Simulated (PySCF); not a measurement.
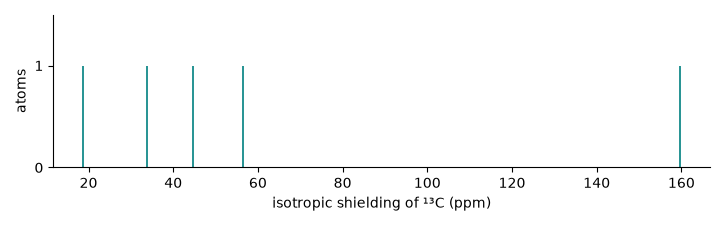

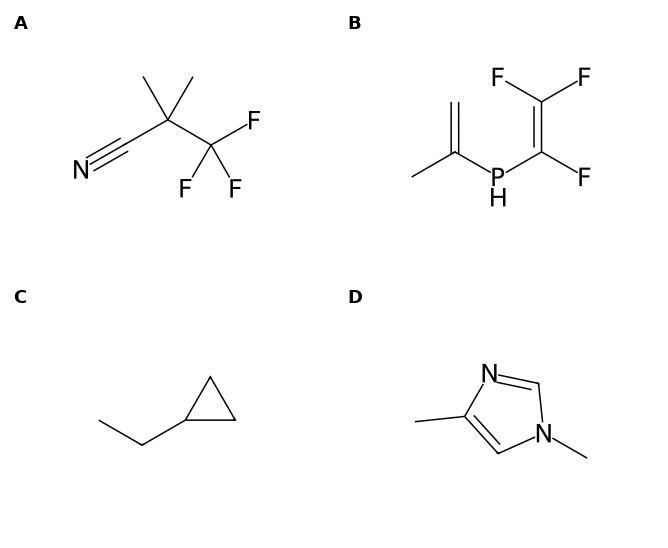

The sticks are computed shieldings of one of the molecules, for one fixed geometry (GFN2-xTB) without averaging over rotations. Low shielding means a high chemical shift. Method: GIAO PBE0/pcSseg-1 NMR shielding, non-relativistic, gas phase (PySCF 2.14.0).

### Match the spectrum to a structure.

B, `C=C(C)PC(F)=C(F)F`. Its 5 C atoms give lines at 18.7, 33.7, 44.6, 56.4, 159.7 ppm.

The geometry is semi-empirical. Around P such bond lengths and angles can be off by a tenth of an ångström or more and by several degrees, and values that hang on the shape move with them.
